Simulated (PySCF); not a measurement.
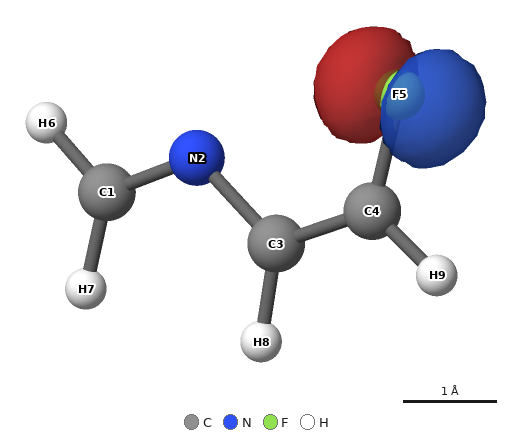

*C3H4FN, SMILES `C=N/C=C\F`. Intrinsic bond orbitals (IBO), occupied; each surface holds about 80 % of the orbital's density. Energies are diagonal elements of the Fock matrix.*

Method: PBE/def2-SVPD; geometry: GFN2-xTB; program: PySCF. No frequency check shows the geometry to be a minimum.

Geometry (Å), atoms numbered from 1:

```
C1       2.1824   -0.1886    0.0000
N2       0.9384   -0.3864    0.0000
C3       0.0696    0.6804    0.0000
C4      -1.2515    0.5154    0.0000
F5      -1.8391   -0.6800    0.0000
H6       2.8361   -1.0466    0.0000
H7       2.6490    0.8033    0.0000
H8       0.4618    1.6995    0.0000
H9      -1.9666    1.3256    0.0000
```

Question: What does this orbital represent?

Answer: Lone pair on F5 (p-type) (F5 98 %; −10.2 eV).
